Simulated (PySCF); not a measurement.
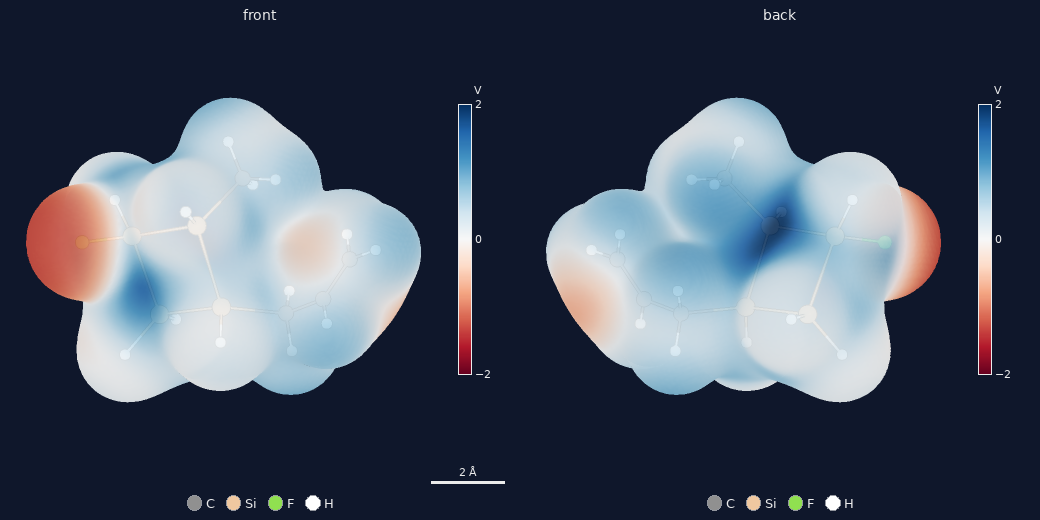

Figure 1: C$_{4}$H$_{13}$FSi$_{4}$. The molecular electrostatic potential painted on the density surface at 0.002 e/bohr³, seen from the front and from behind; red is negative and blue positive.

Geometry: GFN2-xTB.

Computed with PySCF 2.14.0, PBE0/pcSseg-1, SCF density, gas phase, non-relativistic.

```xyz
22

C     2.8569    1.3423    0.3410
C     2.5562    0.1328    0.7813
C     1.7915   -0.8829    0.0193
Si    0.0332   -1.1285    0.7680
Si   -1.4033   -2.4131   -0.6161
Si   -2.8992   -0.5969   -0.6777
F    -4.1681   -0.9588    0.2852
Si   -1.4122    0.7581    0.5610
C    -0.6677    2.1663   -0.4862
H     2.5868    1.6658   -0.6515
H     3.3935    2.0548    0.9443
H     2.8456   -0.1646    1.7814
H     1.7032   -0.5809   -1.0246
H     2.3232   -1.8353    0.0417
H     0.2963   -1.6507    2.1250
H    -0.8613   -2.8112   -1.9257
H    -1.9064   -3.6810   -0.0740
H    -3.6471   -0.1823   -1.8666
H    -1.9057    1.4191    1.7855
H     0.1638    2.6363    0.0296
H    -0.2930    1.7892   -1.4338
H    -1.3963    2.9408   -0.7081
```

> Describe the electrostatic potential map.

The most negative region (about −1.3 V) lies over F7, the most positive (about +1.8 V) over Si5, Si6 and Si8.

> How polar is the molecule by this calculation?

Its dipole moment is 2.45 D.
